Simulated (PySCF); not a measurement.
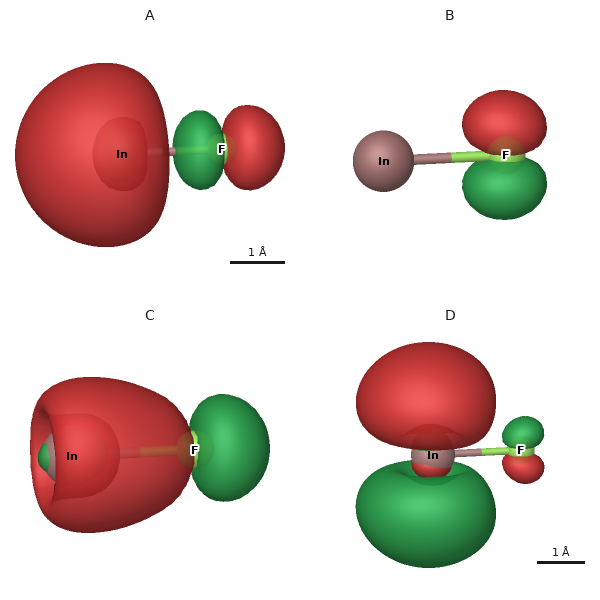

The picture shows: InF (charge +1, doublet). Four frontier β-spin orbitals, each drawn at the value that holds 80 % of its norm (green and red are the two phases), in no order; of a degenerate pair one member is drawn.

Core potentials replace the inner electrons of In.

These are results of PBE0/cc-pVTZ(-PP), non-relativistic Hamiltonian with scalar-relativistic core potentials where named, at a bond length of 1.942 Å in PySCF, not measurements.

Question: Name the orbitals and rank them from lowest to highest energy.

Answer: Orbital C: σ, occupied in this spin, −17.95 eV; shared between the atoms (In 40 %, F 60 %).
Orbital B: π, occupied in this spin, −17.14 eV; mainly on F (90 %).
Orbital A: σ, empty in this spin, −12.33 eV; mainly on In (75 %).
Orbital D: π, empty in this spin, −7.46 eV; almost wholly on In.
